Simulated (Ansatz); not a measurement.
# C2H7N (SMILES CCN) at 6 levels

We compute a comparison of 6 runs (HF/def2-SVP, B3LYP/6-31G*, CAM-B3LYP/6-31G**, PBE0/def2-SVP, MP2/6-31+G*, CCSD(T)/3-21G) of C2H7N. 

The results are computed with Ansatz 0.2.0.

7 further runs of the same task are left out: 7 set aside as unsound or not needed.

**1. The molecule**

C2H7N has 10 atoms, charge 0, and is taken as a singlet. As SMILES, `CCN`. Geometry: relaxed at PBE0-D4/def2-TZVP. This is one conformer, not always the lowest.

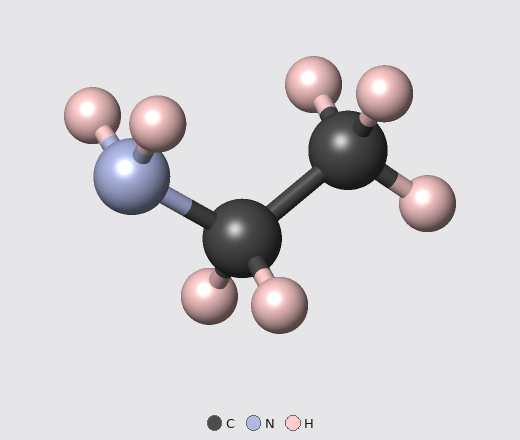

Viewed from a chosen angle; carbon dark grey, nitrogen light blue, hydrogen pink.

**2. Energy and forces at HF/def2-SVP (run 1)**

The input, molecule.yaml:

```yaml
crystal:
  periodic: [false, false, false]
  atoms:
    - symbol: C
      position_ang: [-0.786000, 0.493000, -0.521100]
    - symbol: C
      position_ang: [0.079100, -0.652700, -0.018000]
    - symbol: "N"
      position_ang: [1.196800, -0.274900, 0.831400]
    - symbol: H
      position_ang: [-1.603400, 0.130900, -1.151600]
    - symbol: H
      position_ang: [-0.194800, 1.198600, -1.112400]
    - symbol: H
      position_ang: [-1.227000, 1.045500, 0.313900]
    - symbol: H
      position_ang: [0.480900, -1.211500, -0.869300]
    - symbol: H
      position_ang: [-0.539300, -1.362800, 0.540400]
    - symbol: H
      position_ang: [0.864200, 0.221000, 1.650200]
    - symbol: H
      position_ang: [1.812700, 0.361800, 0.339500]
basis:
  gaussian: {orbitals: def2-SVP}
accuracy: high
output: {forces: true, orbitals: {seedname: orbitals}}
hamiltonian: {xc: hf}
```

On the command line:

```bash
ansatz run molecule.yaml --threads 1 --pin off --max-ram 2610MiB --events-out events.jsonl --progress --plain --runs-dir runs
```

What it wrote (excerpt; [...] marks lines left out):

```text
Warning: RAYON_NUM_THREADS=1 ignored (pool sized by the plan → 1); use --threads N
Functional definition: HF
  name "HF"
[...]
1944 factors; integrals over basis functions are off by at most 3.2e-9 eV
[...]
mean field -3650.55810356 eV, -134.1555358685 hartree, gradient 8.5e-8 eV, S^2 0.000000; 0 other end points of the search recorded, 0 dependent functions left out
[...]
reference -3650.55810356 eV, -134.1555358685 hartree; 13, 13 occupied and 64, 64 virtual orbitals, 1944 factors
Total energy: -3650.55810356 eV, -134.1555358685 hartree
Atom 0 at    -0.786000     0.493000    -0.521100 Å, force    -0.058525     0.108732    -0.032130 eV/Å
Atom 1 at     0.079100    -0.652700    -0.018000 Å, force     0.175652    -0.238757     0.102081 eV/Å
Atom 2 at     1.196800    -0.274900     0.831400 Å, force    -0.091553     0.469371    -0.008720 eV/Å
Atom 3 at    -1.603400     0.130900    -1.151600 Å, force     0.046447     0.006966     0.034811 eV/Å
Atom 4 at    -0.194800     1.198600    -1.112400 Å, force    -0.027451    -0.005279     0.008360 eV/Å
Atom 5 at    -1.227000     1.045500     0.313900 Å, force    -0.001042    -0.000856    -0.028627 eV/Å
Atom 6 at     0.480900    -1.211500    -0.869300 Å, force    -0.046593     0.037151     0.043573 eV/Å
Atom 7 at    -0.539300    -1.362800     0.540400 Å, force     0.023231     0.047989    -0.052326 eV/Å
Atom 8 at     0.864200     0.221000     1.650200 Å, force     0.173420    -0.187148    -0.288031 eV/Å
Atom 9 at     1.812700     0.361800     0.339500 Å, force    -0.193586    -0.238169     0.221008 eV/Å
Dipole moment:    -0.140562     0.247072    -0.075159 e Å
```

It took 1.9 s on 1 thread of Intel Xeon 6975P-C (Granite Rapids), shared host.

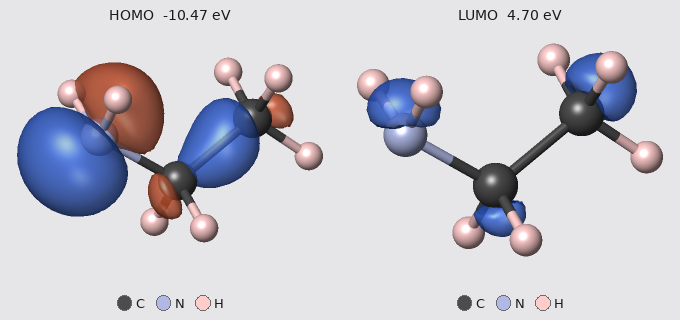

Frontier orbitals of this run, surfaces at ±0.2 Å^-3/2.

**3. Energy and gradient at B3LYP/6-31G(d) (spherical functions) (run 2)**

The input, run.yaml:

```yaml
crystal:
  periodic: [false, false, false]
  atoms:
    - {symbol: C, position_ang: [-0.786000, 0.493000, -0.521100]}
    - {symbol: C, position_ang: [0.079100, -0.652700, -0.018000]}
    - {symbol: N, position_ang: [1.196800, -0.274900, 0.831400]}
    - {symbol: H, position_ang: [-1.603400, 0.130900, -1.151600]}
    - {symbol: H, position_ang: [-0.194800, 1.198600, -1.112400]}
    - {symbol: H, position_ang: [-1.227000, 1.045500, 0.313900]}
    - {symbol: H, position_ang: [0.480900, -1.211500, -0.869300]}
    - {symbol: H, position_ang: [-0.539300, -1.362800, 0.540400]}
    - {symbol: H, position_ang: [0.864200, 0.221000, 1.650200]}
    - {symbol: H, position_ang: [1.812700, 0.361800, 0.339500]}
basis:
  gaussian:
    orbitals: 6-31G_st_-spherical.json
output: {forces: true, orbitals: {seedname: orbitals}}
total_charge: 0
hamiltonian:
  xc: {name: B3LYP}
accuracy: high
```

The basis set 6-31G* is read from a file made from the Basis Set Exchange's data (not shown).

On the command line:

```bash
ansatz run run.yaml --threads 1 --pin off --max-ram 2610MiB --events-out events.jsonl --progress --plain --runs-dir runs
```

What it wrote (excerpt; [...] marks lines left out):

```text
Warning: RAYON_NUM_THREADS=1 ignored (pool sized by the plan → 1); use --threads N
Functional definition: B3LYP
  name "B3LYP"
[...]
1418 factors; integrals over basis functions are off by at most 3.1e-9 eV
[...]
mean field -3678.10561981 eV, -135.1678884184 hartree, gradient 2.0e-8 eV, S^2 0.000000; 0 other end points of the search recorded, 0 dependent functions left out
[...]
reference -3678.10565077 eV, -135.1678895561 hartree; 13, 13 occupied and 43, 43 virtual orbitals, 1418 factors
Total energy: -3678.10565077 eV, -135.1678895561 hartree
Atom 0 at    -0.786000     0.493000    -0.521100 Å, force    -0.149020     0.137251    -0.094418 eV/Å
Atom 1 at     0.079100    -0.652700    -0.018000 Å, force    -0.051479    -0.196099    -0.057721 eV/Å
Atom 2 at     1.196800    -0.274900     0.831400 Å, force     0.274418    -0.281247     0.175053 eV/Å
Atom 3 at    -1.603400     0.130900    -1.151600 Å, force    -0.104799    -0.017735    -0.077350 eV/Å
Atom 4 at    -0.194800     1.198600    -1.112400 Å, force     0.053352     0.092973    -0.071838 eV/Å
Atom 5 at    -1.227000     1.045500     0.313900 Å, force    -0.060864     0.076507     0.085525 eV/Å
Atom 6 at     0.480900    -1.211500    -0.869300 Å, force     0.050090    -0.058727    -0.082999 eV/Å
Atom 7 at    -0.539300    -1.362800     0.540400 Å, force    -0.055724    -0.073958     0.063749 eV/Å
Atom 8 at     0.864200     0.221000     1.650200 Å, force    -0.084641     0.143019     0.176470 eV/Å
Atom 9 at     1.812700     0.361800     0.339500 Å, force     0.128667     0.178016    -0.116470 eV/Å
Dipole moment:    -0.124743     0.249438    -0.063463 e Å
```

Wall time 2.8 s (1 thread of Intel Xeon 6975P-C (Granite Rapids), shared host).

Runs 3 to 5 aren't shown in full; the table further down has their settings and results.

**4. Energy and forces at CCSD(T)/3-21G (run 6)**

Edit run.yaml of step 3 so:

```diff
@@ -5,3 +5,3 @@
     - {symbol: C, position_ang: [0.079100, -0.652700, -0.018000]}
-    - {symbol: N, position_ang: [1.196800, -0.274900, 0.831400]}
+    - {symbol: "N", position_ang: [1.196800, -0.274900, 0.831400]}
     - {symbol: H, position_ang: [-1.603400, 0.130900, -1.151600]}
@@ -15,7 +15,11 @@
   gaussian:
-    orbitals: 6-31G_st_-spherical.json
-output: {forces: true, orbitals: {seedname: orbitals}}
-total_charge: 0
-hamiltonian:
-  xc: {name: B3LYP}
+    orbitals: 3-21G.json
+correlation:
+  method: ccsd_t
+  frozen_orbitals: {C: 1, H: 0, "N": 1}
 accuracy: high
+scf:
+  omitted_lower_state_checks: [cluster_reference, increment]
+output:
+  forces: true
+  orbitals: {seedname: orbitals}
```

The basis set 3-21G is read from a file made from the Basis Set Exchange's data (not shown).

On the command line:

```bash
ansatz run run.yaml --threads 1 --pin off --max-ram 2610MiB --events-out events.jsonl --progress --plain --runs-dir runs
```

What it wrote:

```text
Warning: RAYON_NUM_THREADS=1 ignored (pool sized by the plan → 1); use --threads N
[... 11 lines left out ...]
3 core orbitals not correlated: weight in the atoms' cores, before any rotation towards them, 1.000 or more for the frozen orbitals, at most 0.000 for the correlated occupied ones
[... 24 lines left out ...]
Total energy: -3641.89084745 eV, -133.8370200816 hartree
[... 10 lines left out ...]
Dipole moment:    -0.146721     0.275306    -0.076592 e Å
Checks for a lower state left out: cluster_reference, increment
```

Wall time 2.4 s (1 thread of Intel Xeon 6975P-C (Granite Rapids), shared host).

**5. All runs side by side**

| run | level | frozen core orbitals | energy (Eh) | dipole moment (D) | HOMO energy (eV) | LUMO energy (eV) | wall time |
| --- | --- | --- | --- | --- | --- | --- | --- |
| 1 | HF/def2-SVP | – | -134.155536 | 1.41 | -10.47 | 4.70 | 1.9 s |
| 2 | B3LYP/6-31G* (spherical functions) | – | -135.167890 | 1.37 | -6.17 | 2.28 | 2.8 s |
| 3 | CAM-B3LYP/6-31G** (spherical functions) | – | -135.099122 | 1.38 | -7.90 | 3.64 | 3.9 s |
| 4 | PBE0/def2-SVP | – | -134.907719 | 1.29 | -6.54 | 1.82 | 3.6 s |
| 5 | MP2/6-31+G* (spherical functions) | 3 | -134.680736 | 1.59 | -10.54 | 2.25 | 2.4 s |
| 6 | CCSD(T)/3-21G | 3 | -133.837020 | 1.54 | -10.11 | 7.09 | 2.4 s |

**6. Outcome**

| quantity | value |
| --- | --- |
| run 6: total energy | -133.83702 Eh |
| run 6: dipole moment (correlated density) | 1.54 D |
| run 6: HOMO energy (Hartree–Fock orbitals) | -10.11 eV |
| run 6: LUMO energy (Hartree–Fock orbitals) | 7.09 eV |
| run 6: HOMO–LUMO gap (Hartree–Fock orbitals) | 17.19 eV |
| run 6: correlation energy (3 core orbitals frozen) | -334.8 mEh |
| run 6: (T) correction | -7.08 mEh |
| run 6: T1 diagnostic | 0.007 |
| run 6: largest force on an atom | 1.305 eV/Å |

What this shows: The dipole moment (its size) runs from 1.29 D (PBE0/def2-SVP) to 1.59 D (MP2/6-31+G*). The two ends differ in method and basis. Over runs 1, 2, 3, 4 the HOMO–LUMO gap runs from 8.36 eV (PBE0/def2-SVP) to 15.17 eV (HF/def2-SVP). Exact exchange widens orbital gaps. Totals of different functionals can't be ranked against each other. All runs together took 17 s, the longest 3.9 s.
